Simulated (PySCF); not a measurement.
# Cr (+5): ligand-field states

What do calculations give for the ligand-field states of Cr (+5)?

Computed with PySCF 2.14.0 and routines of our own; the level stands in each step. Atoms count from 0.

### 1 The starting structure

1 atom, charge 5, states of the metal's open shell are computed; geometry from: free ion.

### 2 Ligand-field states: state-averaged CASSCF

Job settings and geometry (Å):

```
{"job": {"kind": "lf", "basis": {"metal": "x2c-TZVPall", "ligand": "x2c-SVPall"}, "nevpt": true}, "charge": 5, "metal": "Cr", "open_shell": "d1"}
Cr     0.000000     0.000000     0.000000
```

Method: state-averaged CASSCF of the metal d shell, SC-NEVPT2 on the averaged canonical orbitals, state-interaction spin-orbit coupling.

Run with:

```bash
> OMP_NUM_THREADS=1 python lf_run.py task.json out
```

The driver reads the jobs from task.json and runs them one after another.

What it wrote:

```text
basis functions 48, electrons 19, active (1e, 5o)
stage 1: DIIS on the effective Fock matrix, level shift 0.30
cycle   1  E = -1042.3337252476  dE = -1.042e+03  max|g| = 2.356e+00
cycle   2  E = -1043.4849077744  dE = -1.151e+00  max|g| = 1.518e-01
cycle   3  E = -1043.4899581374  dE = -5.050e-03  max|g| = 1.981e-02
cycle   4  E = -1043.4900106226  dE = -5.249e-05  max|g| = 2.973e-03
cycle   5  E = -1043.4900120887  dE = -1.466e-06  max|g| = 3.529e-04
cycle   6  E = -1043.4900121162  dE = -2.745e-08  max|g| = 4.729e-05
cycle   7  E = -1043.4900121167  dE = -5.311e-10  max|g| = 7.850e-06
converged average energy = -1043.4900121167

 mult deg   label        CASSCF/cm-1   NEVPT2/cm-1
   2   5   2D                  0.0           0.0

spin-orbit levels / cm-1
      0.00  x4  2D 1.00
    898.69  x6  2D 1.00
```

It took 1 s on 1 thread of Arm Neoverse V1, shared host; peak memory 0.15 GiB.

In short:

| quantity | value |
| --- | --- |
| spin-orbit constant ζ | 360 cm⁻¹ |

Powder susceptibility:

| T (K) | χT (cm³ K/mol) | μ(eff) |
| --- | --- | --- |
| 2 | 0.300 | 1.55 |
| 5 | 0.300 | 1.55 |
| 10 | 0.301 | 1.55 |
| 20 | 0.302 | 1.55 |
| 30 | 0.303 | 1.56 |
| 50 | 0.306 | 1.56 |
| 75 | 0.308 | 1.57 |
| 100 | 0.311 | 1.58 |
| 150 | 0.318 | 1.59 |
| 200 | 0.326 | 1.61 |
| 250 | 0.339 | 1.65 |
| 300 | 0.359 | 1.69 |

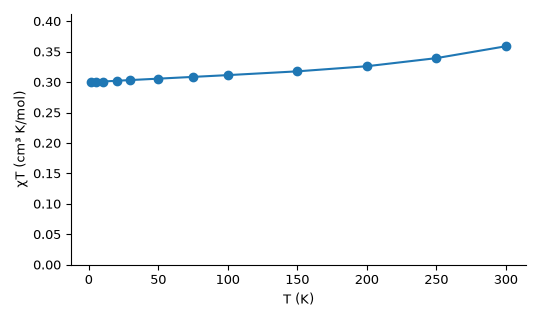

χT against temperature.

Orbitals, density, ELF and potential are computed afterwards from the orbital file.

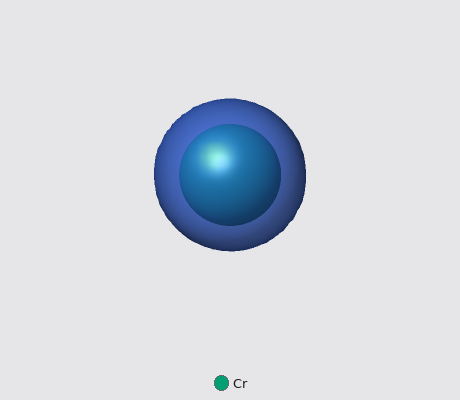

Spin density at ±0.07 e/Å³ (alpha excess blue, beta excess red).

In these pictures sticks join atoms by distance alone, so bonds to metals can be missing or extra.

### 3 Ligand-field states: state-averaged CASSCF (freeze False)

Job settings and geometry (Å):

```
{"job": {"kind": "lf", "basis": {"metal": "x2c-TZVPall", "ligand": "x2c-SVPall"}, "nevpt": true, "freeze": false}, "charge": 5, "metal": "Cr", "open_shell": "d1"}
Cr     0.000000     0.000000     0.000000
```

With the program's defaults for keys left out, this is: state-averaged CASSCF of the metal d shell, SC-NEVPT2 on the averaged canonical orbitals, state-interaction spin-orbit coupling.

What it wrote:

```text
basis functions 48, electrons 19, active (1e, 5o)
stage 1: DIIS on the effective Fock matrix, level shift 0.30
cycle   1  E = -1042.3337252476  dE = -1.042e+03  max|g| = 2.356e+00
cycle   2  E = -1043.4849077744  dE = -1.151e+00  max|g| = 1.518e-01
cycle   3  E = -1043.4899581374  dE = -5.050e-03  max|g| = 1.981e-02
cycle   4  E = -1043.4900106226  dE = -5.249e-05  max|g| = 2.973e-03
cycle   5  E = -1043.4900120887  dE = -1.466e-06  max|g| = 3.529e-04
cycle   6  E = -1043.4900121162  dE = -2.745e-08  max|g| = 4.729e-05
cycle   7  E = -1043.4900121167  dE = -5.311e-10  max|g| = 7.850e-06
converged average energy = -1043.4900121167

 mult deg   label        CASSCF/cm-1   NEVPT2/cm-1
   2   5   2D                  0.0           0.0

spin-orbit levels / cm-1
      0.00  x4  2D 1.00
    898.69  x6  2D 1.00
```

Run time: 0.75 s. Hardware: 1 thread of Arm Neoverse V1, shared host; peak memory 0.15 GiB.

Key values:

| quantity | value |
| --- | --- |
| spin-orbit constant ζ | 360 cm⁻¹ |

Powder susceptibility:

| T (K) | χT (cm³ K/mol) | μ(eff) |
| --- | --- | --- |
| 2 | 0.300 | 1.55 |
| 20 | 0.302 | 1.55 |
| 100 | 0.311 | 1.58 |
| 300 | 0.359 | 1.69 |

### 4 Ligand field across the series

From the NEVPT2 states (cm⁻¹; the spread is that of the fitted one-electron ligand-field levels):

| step | setting | ground state | next state | orbital spread | ζ | μ(eff), 300 K |
| --- | --- | --- | --- | --- | --- | --- |
| 2 | as given | 2D | – | 0 | 360 | 1.69 |
| 3 | freeze False | 2D | – | 0 | 360 | 1.69 |

### 5 Summary of results

| quantity | value |
| --- | --- |
| spin-orbit constant ζ (step 2, state-averaged CASSCF) | 360 cm⁻¹ |
| ground multiplicity, μ(eff) at 300 K (step 2, free ion) | 2, 1.69 μB |
| ground multiplicity, μ(eff) at 300 K (step 3, free ion) | 2, 1.69 μB |

In words: In step 2, χT goes from 0.30 at 2 K to 0.36 cm³ K/mol at 300 K, as higher levels fill or mix in.
